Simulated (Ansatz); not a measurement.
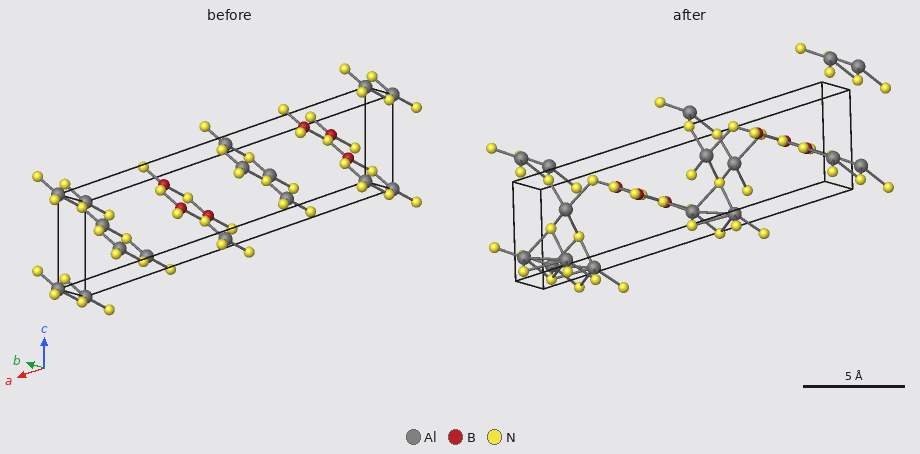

The structure of crystalline Al₃B₂N₅ (a generated structure, set up in Cm) (coarse preliminary run) before (left) and after (right) a relaxation, at one scale.

The picture is a ball-and-stick view of the conventional cell (2 times the calculation's cell), seen from a free direction. Lengths and directions refer to the drawn axes.

Method: Ansatz, DFT PBE, scalar-relativistic, plane waves, PAW.

The input:
```yaml
crystal:
  lattice:
    - [9.06587421, -1.3454133, 0.0]
    - [9.06587421, 1.3454133, 0.0]
    - [-1.03880123, 0.0, 4.66166086]
  atoms:
    - { symbol: Al, position: [0.99986849, 0.99986849, 0.00046029] }
    - { symbol: Al, position: [0.59986849, 0.59986849, 0.40046029] }
    - { symbol: Al, position: [0.19986849, 0.19986849, 0.80046029] }
    - { symbol: B, position: [0.79986849, 0.79986849, 0.20046029] }
    - { symbol: B, position: [0.39986849, 0.39986849, 0.60046029] }
    - { symbol: "N", position: [0.73310472, 0.73310472, 0.93413349] }
    - { symbol: "N", position: [0.53310472, 0.53310472, 0.13413349] }
    - { symbol: "N", position: [0.33310472, 0.33310472, 0.33413349] }
    - { symbol: "N", position: [0.13310472, 0.13310472, 0.53413349] }
    - { symbol: "N", position: [0.93310472, 0.93310472, 0.73413349] }
basis:
  ecutwfc: 420
kpoints:
  mp_grid: { grid: [6, 6, 4] }
hamiltonian:
  xc: pbe
scf:
  occupations: { method: gaussian, width: 0.1 }
  lower_state_search: "off"
output:
  forces: true
  stress: true
  eigenvalues: true
relax:
  adjacent_minimum: "off"
  f_tol: 0.04
  max_steps: 70
  cell: { stress_tol: 0.4 }
```

Launched with:
```bash
ansatz run input.yaml --threads 1 --pin off --max-ram 2560MiB --backend cpu --events-out ev --progress --plain --runs-dir out
```

Q: Summarise the run.

A: After 16 accepted moves (19 points after the start) the energy has fallen by 9.533 eV per cell of the calculation. Largest force component: 10 eV/Å at the start, 0.015 eV/Å at the end. Pressure: 56.49 GPa at the start and 0.06 GPa at the end. The line search rejected the trial step at point 13 of the run. The SCF was repeated twice at an unchanged geometry on a basis and grid sized afresh for the cell, which shifted the energy by 52.8 meV per cell of the calculation at most. The largest moves relative to the cell, 1.25 Å, are those of Al1 and N6. N6 goes roughly along −c. By element the largest moves are N 1.25 Å, Al 1.24 Å, B 0.59 Å. Cell: a 18.132 → 18.154 Å (+0.1 %), b 2.691 → 2.757 Å (+2.5 %), c 4.776 → 5.028 Å (+5.3 %), β 102.6° → 99.4°. Volume +9.2 %. Among the contacts that change: Al3–N7 3.948 → 2.246 Å, Al1–N9 3.624 → 2.046 Å, Al1–Al3 3.946 → 2.440 Å, Al2–N7 1.554 → 1.859 Å. New bonds form, among them: Al1–N9 (3.62 → 2.05 Å), Al2–N6 (3.62 → 2.05 Å), Al3–N7 (3.95 → 2.25 Å). Among the angles between lasting bonds that change: Al3–N6–Al3 120.0° → 95.5°, N6–Al3–N6 120.0° → 95.5°, N7–Al1–N7 120.0° → 96.7°. The space group stays Cm (No. 8). Cost: 11 min on 1 thread of Intel(R) Xeon(R) Processor @ 2.50GHz (Skylake/Cascade Lake), on a shared host, peak memory 0.46 GiB.
